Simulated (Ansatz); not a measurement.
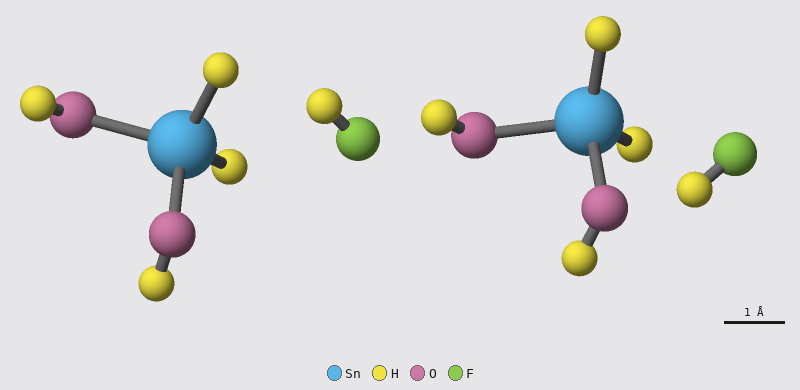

Two geometries of SnH₅O₂F, drawn at one scale. One is the start of a relaxation, the other its converged end. The picture is a ball-and-stick view, seen at a tilt.

Computed with RKS PBE0-D4/def2-SVP (Ansatz 0.2.0). Set-up: no spin polarisation; force threshold 0.03 eV/Å; at most 50 steps.

Question: Which one is relaxed?

Answer: The right one is the relaxed one. The run prepares an end point of a later path (reaction) calculation, from a guessed geometry. The atom that moves furthest after the best rigid fit is an H atom (1.48 Å). Largest moves by element: H 1.48 Å, O 0.70 Å, F 0.46 Å, Sn 0.41 Å. Among the contacts that change: F–Sn 3.068 → 2.696 Å, H–Sn 2.808 → 2.500 Å, O–Sn 1.981 → 2.035 Å, F–H 0.924 → 0.968 Å. Among the angles between lasting bonds that change: O–Sn–O 107.7° → 101.5°, H–Sn–H 119.2° → 124.2°, H–Sn–O 101.2° → 105.0°. Groups turn about O–Sn by about 25°. Over 17 accepted moves (21 points after the start) the energy falls by 55.8 kJ/mol. The largest force component goes from 0.21 to 0.025 eV/Å. The line search rejected the trial steps at points 1, 4, 17, 20 of the run.
